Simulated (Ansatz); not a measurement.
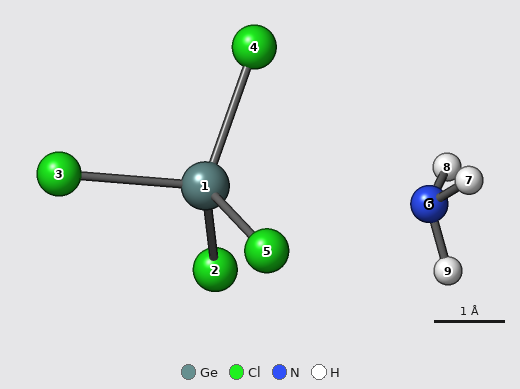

**Figure 1.** The input geometry (ball-and-stick view, seen at a tilt; atoms are numbered from 1 in the order of the input). Sticks mark near contacts. Bond lengths as drawn: Cl–Ge 2.13 to 2.14 Å and H–N 1.01 Å.

# Nudged elastic band, with input and output: GeNH$_{3}$Cl$_{4}$ (part 1 of 2)

GeNH$_{3}$Cl$_{4}$, computed with RHF/def2-SVP (Ansatz 0.2.0).

It belongs to a series of runs on one base structure; here: band between the two ends. Figures and captions count atoms from 1; the log counts them from 0 in places.

Output:
```
Engine: ansatz 0.2.0, aarch64-unknown-linux-gnu
Functional definition: HF
  exchange = exact_x
  correlation = 0
1344 factors; integrals over basis functions are off by at most 3.8e-4 eV
mean field evaluation 1: about -107994.7393 eV, gradient 3.6e1 eV
mean field evaluation 2: about -107994.8070 eV, gradient 3.6e1 eV
mean field evaluation 4: about -107998.0350 eV, gradient 3.0e0 eV
mean field evaluation 8: about -107998.0639 eV, gradient 1.6e-4 eV
mean field -107998.06392795 eV, -3968.8556456351 hartree, gradient 2.5e-5 eV, S^2 0.000000; 0 other end points of the search recorded, 0 dependent functions left out
the calculation of the forces begins
reference -107998.06392795 eV, -3968.8556456351 hartree; 55, 55 occupied and 78, 78 virtual orbitals, 1344 factors
1347 factors; integrals over basis functions are off by at most 6.9e-4 eV
mean field evaluation 16: about -107997.6350 eV, gradient 9.5e-1 eV
mean field -107997.64016739 eV, -3968.8400727218 hartree, gradient 1.5e-5 eV, S^2 0.000000; 0 other end points of the search recorded, 0 dependent functions left out
[... from here on the field's lines of each further geometry are left out, up to the last ...]
NEB iter   1: max|band force component| = 9.168e0 eV/Å  barrier→ = 6.2203 eV  barrier← = 5.7966 eV  Δτ_max = 0.2000 Å  (319 SCF iters)
NEB iter   2: max|band force component| = 2.955e0 eV/Å  barrier→ = 3.9937 eV  barrier← = 3.5699 eV  Δτ_max = 0.2000 Å  (230 SCF iters)
NEB iter   3: max|band force component| = 2.941e0 eV/Å  barrier→ = 2.5217 eV  barrier← = 2.0980 eV  Δτ_max = 0.1014 Å  (231 SCF iters)
NEB iter   4: max|band force component| = 2.323e0 eV/Å  barrier→ = 2.1710 eV  barrier← = 1.7472 eV  Δτ_max = 0.2000 Å  (237 SCF iters)
NEB iter   5: max|band force component| = 1.357e0 eV/Å  barrier→ = 1.8377 eV  barrier← = 1.4140 eV  Δτ_max = 0.2000 Å  (231 SCF iters)
NEB iter   6: max|band force component| = 1.212e0 eV/Å  barrier→ = 1.7743 eV  barrier← = 1.3506 eV  Δτ_max = 0.2000 Å  (234 SCF iters)
NEB iter   7: max|band force component| = 1.264e0 eV/Å  barrier→ = 1.6570 eV  barrier← = 1.2333 eV  Δτ_max = 0.1012 Å  (232 SCF iters)
NEB iter   8: max|band force component| = 7.035e-1 eV/Å  barrier→ = 1.5846 eV  barrier← = 1.1608 eV  Δτ_max = 0.1002 Å  (236 SCF iters)
NEB iter   9: max|band force component| = 5.365e-1 eV/Å  barrier→ = 1.5391 eV  barrier← = 1.1154 eV  Δτ_max = 0.1010 Å  (241 SCF iters)
NEB iter  10: max|band force component| = 7.366e-1 eV/Å  barrier→ = 1.5387 eV  barrier← = 1.1150 eV  Δτ_max = 0.0502 Å  (233 SCF iters)
NEB iter  11: max|band force component| = 2.547e-1 eV/Å  barrier→ = 1.5374 eV  barrier← = 1.1136 eV  CI = image 4  Δτ_max = 0.1003 Å  (236 SCF iters)
NEB iter  12: max|band force component| = 3.502e-1 eV/Å  barrier→ = 1.5564 eV  barrier← = 1.1326 eV  CI = image 4  Δτ_max = 0.0500 Å  (234 SCF iters)
NEB iter  13: max|band force component| = 2.124e-1 eV/Å  barrier→ = 1.5440 eV  barrier← = 1.1203 eV  CI = image 4  Δτ_max = 0.0499 Å  (231 SCF iters)
NEB iter  14: max|band force component| = 1.573e-1 eV/Å  barrier→ = 1.5253 eV  barrier← = 1.1015 eV  CI = image 4  Δτ_max = 0.0501 Å  (233 SCF iters)
NEB iter  15: max|band force component| = 1.421e-1 eV/Å  barrier→ = 1.5078 eV  barrier← = 1.0840 eV  CI = image 4  Δτ_max = 0.0501 Å  (233 SCF iters)
NEB iter  16: max|band force component| = 1.598e-1 eV/Å  barrier→ = 1.4899 eV  barrier← = 1.0662 eV  CI = image 4  Δτ_max = 0.0250 Å  (233 SCF iters)
NEB iter  17: max|band force component| = 1.727e-1 eV/Å  barrier→ = 1.4807 eV  barrier← = 1.0569 eV  CI = image 4  Δτ_max = 0.0125 Å  (231 SCF iters)
NEB iter  18: max|band force component| = 1.436e-1 eV/Å  barrier→ = 1.4761 eV  barrier← = 1.0523 eV  CI = image 4  Δτ_max = 0.0125 Å  (190 SCF iters)
NEB iter  19: max|band force component| = 1.469e-1 eV/Å  barrier→ = 1.4715 eV  barrier← = 1.0477 eV  CI = image 4  Δτ_max = 0.0125 Å  (189 SCF iters)
NEB iter  20: max|band force component| = 1.499e-1 eV/Å  barrier→ = 1.4669 eV  barrier← = 1.0431 eV  CI = image 4  Δτ_max = 0.0250 Å  (189 SCF iters)
NEB iter  21: max|band force component| = 1.548e-1 eV/Å  barrier→ = 1.4575 eV  barrier← = 1.0337 eV  CI = image 4  Δτ_max = 0.0250 Å  (231 SCF iters)
NEB iter  22: max|band force component| = 1.590e-1 eV/Å  barrier→ = 1.4481 eV  barrier← = 1.0243 eV  CI = image 4  Δτ_max = 0.0250 Å  (231 SCF iters)
NEB iter  23: max|band force component| = 1.633e-1 eV/Å  barrier→ = 1.4386 eV  barrier← = 1.0148 eV  CI = image 4  Δτ_max = 0.0250 Å  (230 SCF iters)
NEB iter  24: max|band force component| = 1.662e-1 eV/Å  barrier→ = 1.4291 eV  barrier← = 1.0054 eV  CI = image 4  Δτ_max = 0.0250 Å  (229 SCF iters)
NEB iter  25: max|band force component| = 1.685e-1 eV/Å  barrier→ = 1.4197 eV  barrier← = 0.9959 eV  CI = image 4  Δτ_max = 0.0501 Å  (237 SCF iters)
NEB iter  26: max|band force component| = 1.679e-1 eV/Å  barrier→ = 1.4011 eV  barrier← = 0.9773 eV  CI = image 4  Δτ_max = 0.1000 Å  (233 SCF iters)
NEB iter  27: max|band force component| = 1.553e-1 eV/Å  barrier→ = 1.3665 eV  barrier← = 0.9427 eV  CI = image 4  Δτ_max = 0.0999 Å  (230 SCF iters)
NEB iter  28: max|band force component| = 1.506e-1 eV/Å  barrier→ = 1.3371 eV  barrier← = 0.9133 eV  CI = image 4  Δτ_max = 0.1006 Å  (230 SCF iters)
NEB iter  29: max|band force component| = 2.433e-1 eV/Å  barrier→ = 1.3160 eV  barrier← = 0.8923 eV  CI = image 4  Δτ_max = 0.0502 Å  (237 SCF iters)
NEB iter  30: max|band force component| = 1.966e-1 eV/Å  barrier→ = 1.3092 eV  barrier← = 0.8855 eV  CI = image 4  Δτ_max = 0.0501 Å  (246 SCF iters)
NEB iter  31: max|band force component| = 2.235e-1 eV/Å  barrier→ = 1.3047 eV  barrier← = 0.8810 eV  CI = image 4  Δτ_max = 0.0501 Å  (244 SCF iters)
NEB iter  32: max|band force component| = 2.029e-1 eV/Å  barrier→ = 1.3019 eV  barrier← = 0.8781 eV  CI = image 4  Δτ_max = 0.0502 Å  (244 SCF iters)
NEB iter  33: max|band force component| = 1.817e-1 eV/Å  barrier→ = 1.3000 eV  barrier← = 0.8762 eV  CI = image 4  Δτ_max = 0.0500 Å  (245 SCF iters)
NEB iter  34: max|band force component| = 1.673e-1 eV/Å  barrier→ = 1.2984 eV  barrier← = 0.8747 eV  CI = image 4  Δτ_max = 0.0501 Å  (243 SCF iters)
NEB iter  35: max|band force component| = 1.277e-1 eV/Å  barrier→ = 1.2971 eV  barrier← = 0.8734 eV  CI = image 4  Δτ_max = 0.0500 Å  (237 SCF iters)
NEB iter  36: max|band force component| = 8.904e-2 eV/Å  barrier→ = 1.2962 eV  barrier← = 0.8724 eV  CI = image 4  Δτ_max = 0.0501 Å  (237 SCF iters)
NEB iter  37: max|band force component| = 7.654e-2 eV/Å  barrier→ = 1.2957 eV  barrier← = 0.8719 eV  CI = image 4  Δτ_max = 0.0500 Å  (236 SCF iters)
NEB iter  38: max|band force component| = 5.350e-2 eV/Å  barrier→ = 1.2954 eV  barrier← = 0.8717 eV  CI = image 4  Δτ_max = 0.0500 Å  (221 SCF iters)
NEB iter  39: max|band force component| = 5.526e-2 eV/Å  barrier→ = 1.2953 eV  barrier← = 0.8715 eV  CI = image 4  Δτ_max = 0.0500 Å  (220 SCF iters)
NEB iter  40: max|band force component| = 3.796e-2 eV/Å  barrier→ = 1.2953 eV  barrier← = 0.8715 eV  CI = image 4  Δτ_max = 0.0475 Å  (213 SCF iters)
NEB iter  41: max|band force component| = 4.643e-2 eV/Å  barrier→ = 1.2953 eV  barrier← = 0.8715 eV  CI = image 4  Δτ_max = 0.0237 Å  (204 SCF iters)
NEB iter  42: max|band force component| = 3.252e-2 eV/Å  barrier→ = 1.2953 eV  barrier← = 0.8715 eV  CI = image 4  Δτ_max = 0.0238 Å  (204 SCF iters)
NEB iter  43: max|band force component| = 3.565e-2 eV/Å  barrier→ = 1.2953 eV  barrier← = 0.8715 eV  CI = image 4  Δτ_max = 0.0119 Å  (178 SCF iters)
the calculation of the forces begins
reference -107997.63645423 eV, -3968.8399362656 hartree; 55, 55 occupied and 78, 78 virtual orbitals, 1348 factors
1345 factors; integrals over basis functions are off by at most 7.9e-4 eV
mean field -107996.76865725 eV, -3968.8080453151 hartree, gradient 8.5e-6 eV, S^2 0.000000; 1 other end points of the search recorded, 0 dependent functions left out
the calculation of the forces begins
reference -107996.76865725 eV, -3968.8080453151 hartree; 55, 55 occupied and 78, 78 virtual orbitals, 1345 factors
NEB iter  44: max|band force component| = 2.899e-2 eV/Å  barrier→ = 1.2953 eV  barrier← = 0.8715 eV  CI = image 4  Δτ_max = 0.0000 Å  (429 SCF iters)
```

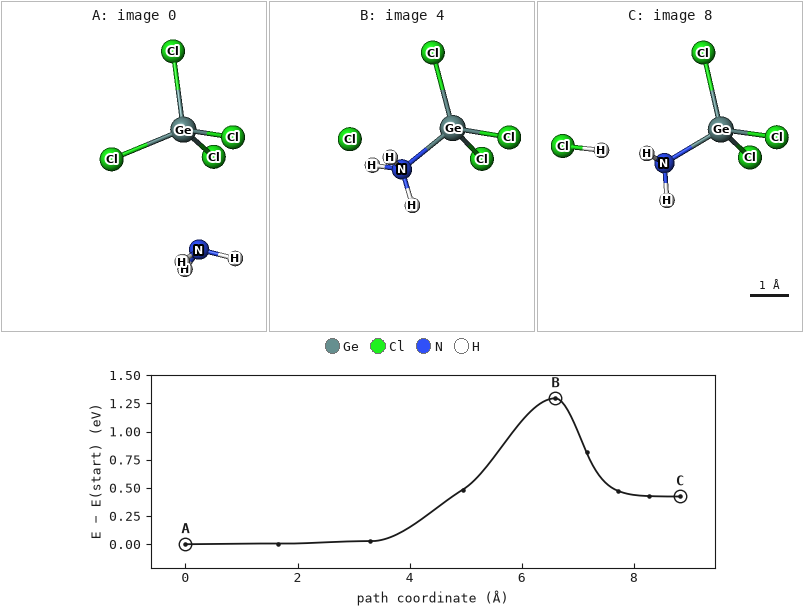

**Figure 2.** Images of the last band (counted from 0; ball-and-stick, seen at a tilt) above the energy along the path; the line is a cubic interpolation that uses the forces. The highest image is number 4, 1.295 eV above the start and 0.872 eV above the end (the climbing image); the end lies 0.424 eV above the start. The path is 8.82 Å long. The band converged in 44 iterations.

```
Total energy: -107996.76865725 eV, -3968.8080453151 hartree
Atom 0 at    -0.479935     0.059383    -0.299700 Å, force     0.000288     0.001832     0.003324 eV/Å
Atom 1 at    -0.005619     1.097725     2.670281 Å, force    -0.000046    -0.000002    -0.000791 eV/Å
Atom 2 at     1.309268    -0.985026     0.051141 Å, force     0.000929    -0.001092    -0.000060 eV/Å
Atom 3 at    -0.408834     2.108823    -0.758316 Å, force     0.000215     0.000369    -0.000830 eV/Å
Atom 4 at    -1.410640    -0.899420    -1.986716 Å, force    -0.000699    -0.000220    -0.001254 eV/Å
Atom 5 at    -1.797267    -0.320472     1.037713 Å, force    -0.003854     0.000611    -0.003608 eV/Å
Atom 6 at    -1.924446    -1.311781     1.190549 Å, force    -0.000196    -0.000210     0.000261 eV/Å
Atom 7 at    -2.695695     0.093391     0.828316 Å, force    -0.000557    -0.002440    -0.001044 eV/Å
Atom 8 at    -1.341631     0.157377     1.912330 Å, force     0.003920     0.001152     0.004003 eV/Å
Dipole moment:    -1.027382    -0.762448    -0.743439 e Å
this run last wrote the band of iteration 44 to [file]
```

The last band as extended XYZ (Å, eV, eV/Å):
```
9
Properties=species:S:1:pos:R:3:forces:R:3 image=0 energy=-107998.06393
Ge    0.4430    0.0225   -0.0887    0.0031  -0.0004  -0.0003
Cl    0.7016    0.1331    2.0185   -0.0015   0.0013   0.0002
Cl    2.4118    0.0537   -0.9294   -0.0011   0.0002   0.0002
Cl   -0.5616    1.7203   -0.8804   -0.0013  -0.0011  -0.0008
Cl   -0.4329   -1.8119   -0.7104   -0.0011   0.0002   0.0010
N    -2.5737   -0.0253    1.1994   -0.0018   0.0016   0.0013
H    -3.2680   -0.2639    0.5119    0.0009   0.0007  -0.0019
H    -2.8281    0.8698    1.5814    0.0029   0.0007   0.0021
H    -2.6469   -0.6984    1.9433   -0.0001  -0.0032  -0.0018
9
Properties=species:S:1:pos:R:3:forces:R:3 image=1 energy=-107998.05852
Ge    0.4855    0.0231   -0.1099   -0.0017  -0.0010   0.0012
Cl    0.7335   -0.2648    1.9809   -0.0006  -0.0010   0.0008
Cl    2.4515    0.0536   -0.9530   -0.0019   0.0001   0.0007
Cl   -0.3936    1.9026   -0.5682   -0.0010   0.0013   0.0012
Cl   -0.5383   -1.5944   -1.0324   -0.0014   0.0003  -0.0008
N    -2.6181   -0.0259    1.2223   -0.0014   0.0003   0.0012
H    -3.0767   -0.9064    1.0609    0.0036  -0.0004   0.0007
H    -3.2025    0.6914    0.8279    0.0021  -0.0021  -0.0026
H    -2.5961    0.1209    2.2171    0.0024   0.0026  -0.0024
9
Properties=species:S:1:pos:R:3:forces:R:3 image=2 energy=-107998.03685
Ge    0.0090    0.0069    0.0870    0.0124   0.0004  -0.0026
Cl    0.5218   -0.5196    2.1115   -0.0030   0.0103  -0.0020
Cl    2.0000    0.0356   -0.7888   -0.0053  -0.0065   0.0049
Cl   -0.5653    2.0474   -0.2998    0.0009  -0.0060   0.0010
Cl   -0.8873   -1.5304   -1.1264   -0.0047   0.0093  -0.0026
N    -2.2107   -0.0100    1.0580    0.0166   0.0134  -0.0107
H    -2.4354   -0.9147    1.4393   -0.0064  -0.0014   0.0018
H    -2.9049    0.2174    0.3646   -0.0075  -0.0106   0.0038
H    -2.2819    0.6674    1.8001   -0.0031  -0.0088   0.0064
```
